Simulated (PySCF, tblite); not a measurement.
# C4H4ClFO+ (doublet): geometry, infrared bands and EPR parameters

Aim: predict the infrared bands and EPR parameters of C4H4ClFO+ (doublet) (`C[C@@](F)(Cl)[CH+][C]=O`).

Programs: tblite 0.8.0 and PySCF 2.14.0, with density-fitted response routines of our own. Each step states its level of theory. These are calculated values for one molecule in the gas phase, unless marked as measured. Atoms count from 0, in the outputs and in this text.

### Step 1. The starting structure

11 atoms, charge 1, multiplicity 2; geometry from: force field or distance geometry start.

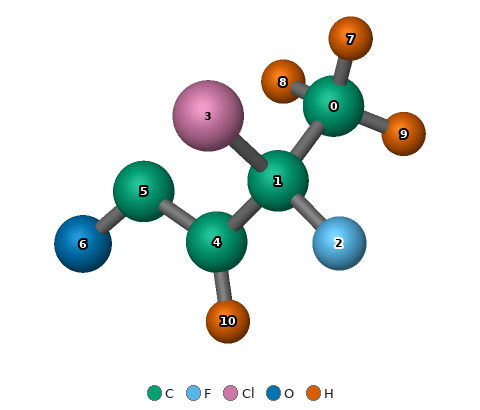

As it starts; carbon teal, fluorine blue, chlorine pink, oxygen blue, hydrogen orange, atoms numbered.

### Step 2. Optimising the geometry with GFN2-xTB

Job settings and geometry (Å):

```
{"job": {"kind": "relax", "xc": "GFN2-xTB", "basis": "xTB"}, "charge": 1, "multiplicity": 2}
C     -1.170600    -0.598200    -0.362800
C     -0.411400     0.646500     0.057700
F     -0.817600     1.775400    -0.616000
Cl    -0.727000     0.921900     1.771200
C      1.028700     0.441800    -0.244400
C      1.696200    -0.698000     0.384700
O      2.965100    -0.800500     0.255400
H     -2.096300    -0.732800     0.240300
H     -0.529300    -1.479500    -0.126100
H     -1.475700    -0.589300    -1.417400
H      1.543400     1.115400    -0.928800
```

On the command line:

```console
OMP_NUM_THREADS=1 python probes_run.py task.json out
```

The driver reads the jobs from task.json and runs them one after another.

**Question.** This job is followed by: GFN2-xTB harmonic vibrations, gas phase; UKS B3LYP, pcH-1 on C Cl F H O, non-relativistic, mean-field spin-orbit, GIAO. Predict these results of the whole session: strongest single infrared mode (GFN2-xTB); zero-point energy (GFN2-xTB); g(iso) (B3LYP); ⟨S²⟩; largest a(iso) (averaged by class).

**Answer**, as computed:

```
                                 quantity                   value
strongest single infrared mode (GFN2-xTB)  2285 cm⁻¹, 1096 km/mol
             zero-point energy (GFN2-xTB)           43.5 kcal/mol
                           g(iso) (B3LYP)                 2.00891
                                     ⟨S²⟩      0.755 (exact 0.75)
       largest a(iso) (averaged by class)     13C on C4, 61.0 MHz
```

What this shows: Relaxing lowered the energy by 3.118 eV in 76 steps; the close pair that moved most is C5–O6, from 1.280 to 1.132 Å. All 27 modes are real, so the xTB geometry is a minimum. The strongest single mode, at 2285 cm⁻¹, moves mainly C5. GFN2-xTB is a fitted tight-binding method: band positions and strengths are rough. Its intensities can rank the bands wrongly. C4 carries the largest spin population, 0.49 e. The isotropic g lies 6.6 ppt above the free-electron value. The conformer search found further structures of the same energy, which may be mirror or relabelled copies of this one.
